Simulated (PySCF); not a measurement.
# C₆H₉NSi: what the fields show

The calculation's input:

```
{"job": {"kind": "uv", "xc": "PBE0", "basis": "def2-SVPD", "nstates": 6, "ntriplets": 2}, "charge": 0, "multiplicity": 1}
C      3.330782    -0.123104     0.337471
C      2.168135    -0.755327     0.448744
C      0.867550    -0.156421     0.254300
C      0.555094     1.195066    -0.081433
C     -0.796368     1.283667    -0.166818
N     -1.361551     0.059942     0.093488
Si    -3.071324    -0.294786     0.170202
C     -0.336846    -0.806467     0.352968
H      4.267994    -0.629415     0.492379
H      3.390037     0.921972     0.086861
H      2.149808    -1.808677     0.702236
H      1.255390     1.991020    -0.239178
H     -1.418717     2.125738    -0.398368
H     -3.189715    -1.725172    -0.097706
H     -3.703230     0.522560    -0.862405
H     -3.574248     0.045028     1.503595
H     -0.539789    -1.833594     0.587033
```

Run with:

```sh
OMP_NUM_THREADS=1 python probes_run.py task.json out
```

Geometry: GFN2-xTB.

Method: PBE0/def2-SVPD, SCF density, gas phase in PySCF.

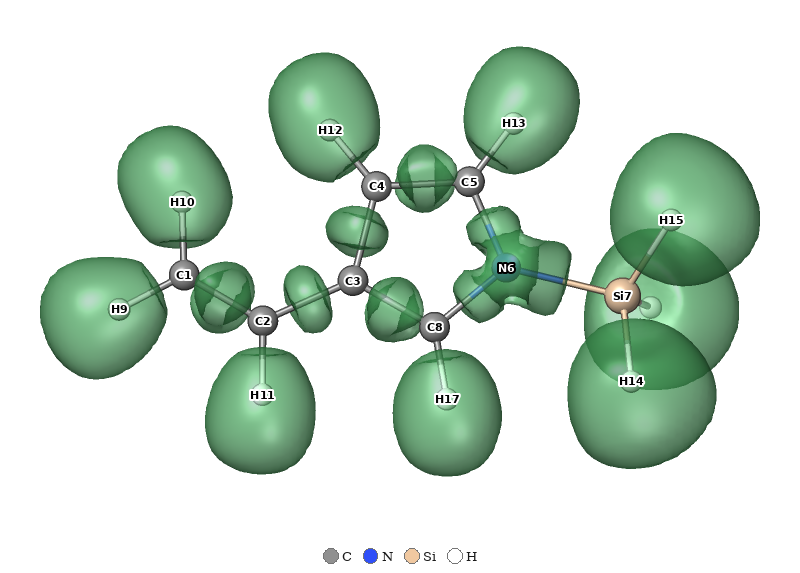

Figure 1. Isosurface of the electron localisation function at 0.75 (green), seen across its widest extent. Core shells and regions of very low density are left out.

Question: Where are the electrons localised?

Answer: The ELF exceeds this value in five regions between bonded C–C atoms (shared pairs), nine regions around hydrogen nuclei and one region on N in which the atom's valence shell and bonds are merged. Profiles from the grid: C–C (1.33 Å): the ELF peaks at about 0.95 between the atoms: a short, multiple covalent bond. C–N (1.37 Å): the ELF peaks at about 0.90 between the atoms, as expected for a covalent bond.

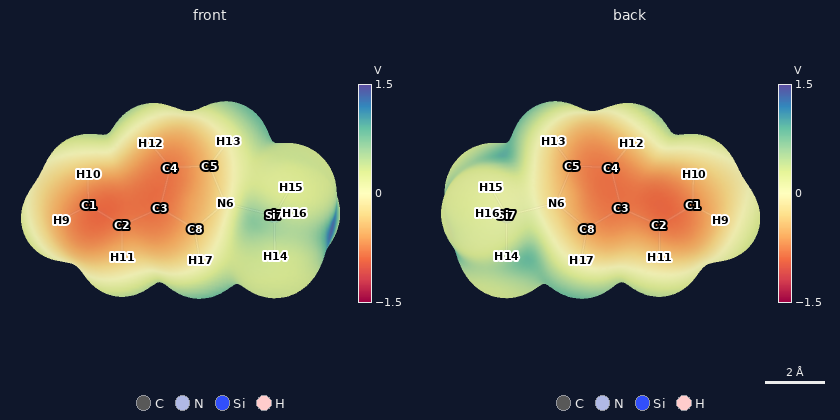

Figure 2. The molecular electrostatic potential painted on the density surface at 0.001 e/bohr³, seen from the front and from behind; red is negative and blue positive.

Question: Describe the electrostatic potential map.

Answer: The most negative region (about −0.9 V, or −21 kcal/mol for a unit charge) lies over the π face of C1, C2, C3 and C4, the most positive (about +1.3 V, or +30 kcal/mol for a unit charge) over Si7.

Question: How polar is the molecule by this calculation?

Answer: Its dipole moment is 2.12 D.

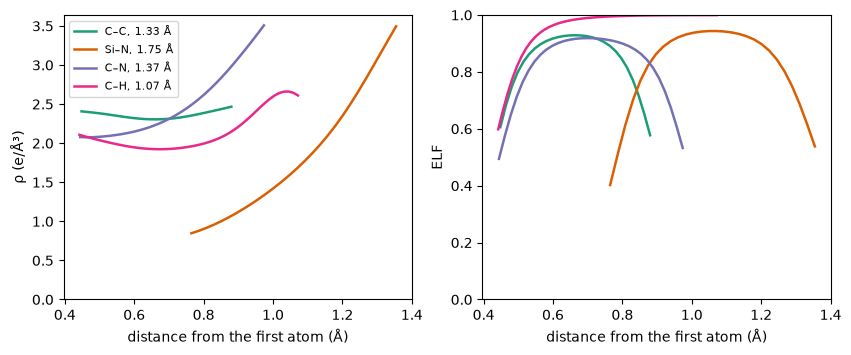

Figure 3. Electron density and ELF along straight lines between neighbouring atoms. The curves leave out the atomic cores.

Question: What can be read from the curves?

Answer: C–C (1.33 Å): ρ at the midpoint is about 2.3 e/Å³; the ELF peaks at about 0.95 between the atoms (a short, multiple covalent bond).
Si–N (1.75 Å): ρ at the midpoint is about 1.1 e/Å³; the ELF peaks at about 0.95 between the atoms: a polar covalent bond.
C–N (1.37 Å): ρ at the midpoint is about 2.3 e/Å³; the ELF peaks at about 0.90 between the atoms (localised, covalent bonding).
C–H (1.07 Å): ρ is about 2 e/Å³ halfway; the ELF climbs to about 1 towards the hydrogen, as it does in any bond to H: a covalent bond by its length.
